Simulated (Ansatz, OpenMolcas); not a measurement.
How methods differ on C2H5ClSi (SMILES ClC1C[SiH2]1)

C2H5ClSi: 9 atoms, total charge 0, spin state singlet. SMILES: `ClC1C[SiH2]1`. The shape is that of a PBE0-D4/def2-TZVP optimisation.

Quantity: the vertical energy of the triplet above the singlet, in eV. The values are calculated.

```csv
level,kind,program,value (eV),less CCSD(T)/def2-SVP
HF/def2-SVP,Hartree–Fock,OpenMolcas,5.09,-0.20
revPBE/def2-SVP,GGA,OpenMolcas,4.65,-0.64
TPSS/def2-SVP,meta-GGA,OpenMolcas,4.76,-0.53
BHLYP/def2-SVP,global hybrid,OpenMolcas,5.21,-0.08
r2SCAN0/def2-SVP,hybrid meta-GGA,Ansatz,4.88,-0.41
wB97X/def2-SVP,range-separated hybrid,Ansatz,5.29,0.00
PBE-QIDH/def2-SVP,double hybrid,Ansatz,5.23,-0.06
RPA@PBE0/def2-SVP,RPA,Ansatz,5.25,-0.04
MP2/def2-SVP,perturbation theory,Ansatz,5.44,+0.15
"CCSD(T)/def2-SVP, open shells restricted",coupled cluster or CI,OpenMolcas,5.29,0.00
```

CCSD(T)/def2-SVP, open shells restricted is the highest level here, not the true value. The values span 4.65 to 5.44 eV. A triplet this far above the singlet is often a Rydberg-like or dissociative state; sets without diffuse functions put Rydberg states too high. The second state's dipole differs much between rows, so they may not all be the same state.

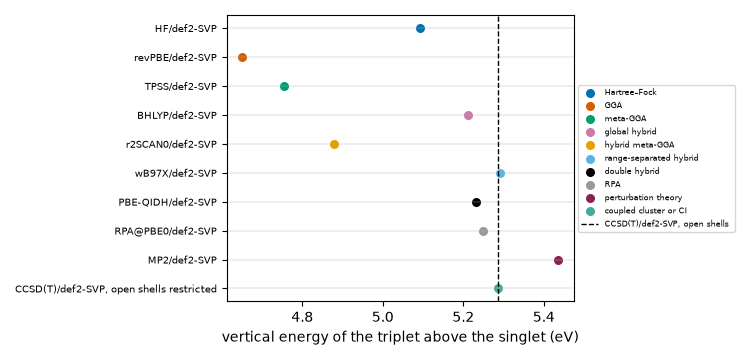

The values of the table, level by level.
